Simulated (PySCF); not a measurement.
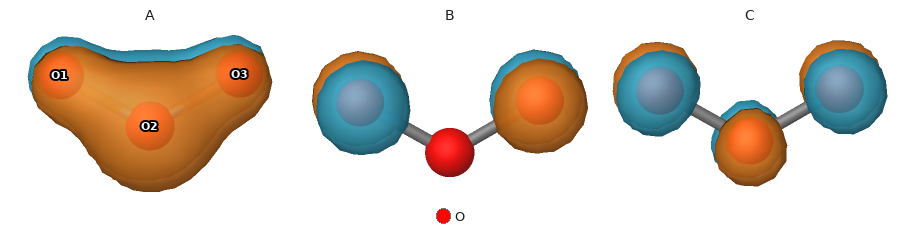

Figure. O$_{3}$, SMILES `O=[O+][O-]`. Natural orbitals of the π active space, CASSCF(4,3), singlet state, in order of falling occupation.

Computed with PySCF, def2-SVP basis, geometry: GFN2-xTB. No frequency check shows the geometry to be a minimum.

Input script:

```python
import numpy as np
from pyscf import gto, scf, dft, mcscf, mrpt
from pyscf.mcscf import avas

def solve(mol, dm0=None, hcore=None):
    mf = scf.ROHF(mol) if mol.spin else scf.RHF(mol)
    mf = mf.density_fit(auxbasis='def2-universal-jkfit')
    mf.conv_tol, mf.max_cycle = 1e-8, 80
    if hcore is not None:
        mf.get_hcore = lambda *args: hcore
    mf.kernel(dm0)
    if not mf.converged:
        mf = mf.newton().run(mf.mo_coeff, mf.mo_occ, max_cycle=30)
    assert mf.converged, 'SCF not converged'
    return mf

mol = gto.M(atom='''
O      1.07254    -0.20490     0.00000
O      0.00001     0.40980     0.00000
O     -1.07255    -0.20490     0.00000
''', basis='def2-svp', charge=0, spin=0, verbose=4)
mf = solve(mol)
ncas, nel, orbs = avas.avas(mf, ['O 2pz'], threshold=0.5, openshell_option=3)
print('active space', nel, ncas)
assert 2 <= ncas <= 10, 'active space too large or empty'
mc = mcscf.CASSCF(mf, ncas, nel)
mc.natorb, mc.max_cycle_macro = True, 60
mc.fix_spin_(ss=mol.spin / 2 * (mol.spin / 2 + 1))
mc.kernel(orbs)
occ = mc.mo_occ[mc.ncore:mc.ncore + ncas]
print('natural occupations', occ.round(4))
e2 = mrpt.NEVPT(mc).kernel()
out = dict(c=mc.mo_coeff[:, mc.ncore:mc.ncore + ncas], occ=occ, e=mc.e_tot, e2=e2, ehf=mf.e_tot, ok=mc.converged, nel=nel, w0=abs(mc.ci).max() ** 2, dm=mc.make_rdm1())
# the other spin state at the same geometry
other = mol.copy().set(spin=2).build()
mo = scf.ROHF(other).density_fit(auxbasis='def2-universal-jkfit').run()
na = (nel + other.spin) // 2
m2 = mcscf.CASSCF(mo, ncas, (na, nel - na))
m2.natorb = True
m2.fix_spin_(ss=other.spin / 2 * (other.spin / 2 + 1))
m2.kernel(mc.mo_coeff)
e2o = mrpt.NEVPT(m2).kernel()
print('other state above this one / eV: CASSCF', (m2.e_tot - mc.e_tot) * 27.211386, 'NEVPT2', (m2.e_tot + e2o - mc.e_tot - e2) * 27.211386)
np.savez('result.npz', eo=m2.e_tot, e2o=e2o, oko=m2.converged, occo=m2.mo_occ[mc.ncore:mc.ncore + ncas], co=m2.mo_coeff[:, mc.ncore:mc.ncore + ncas], **out)
```

Command:

```sh
OMP_NUM_THREADS=1 python input.py
```

The run took 2.2 s on 1 thread of Arm Neoverse V2, with other jobs on the host, peak memory 0.17 GiB.

Question: What are the natural occupation numbers?

Answer: A 1.99, B 1.68, C 0.33.

Question: How multiconfigurational is the state?

Answer: The leading determinant weighs 0.83; the effective number of unpaired electrons, Σ n²(2−n)², is 0.59; the most occupied of the weakly occupied orbitals holds 0.33 e, some diradical character. The active space lowers the energy by 2.44 eV against Hartree–Fock.

Question: Where does the lowest triplet lie relative to the singlet, at this geometry and within this active space?

Answer: 2.47 eV above it by strongly contracted NEVPT2 (+1.28 eV by CASSCF); a small basis tends to put such gaps a few tenths of an eV too high. This is a vertical energy for π states alone; a state that uses lone pairs or σ orbitals may lie lower.
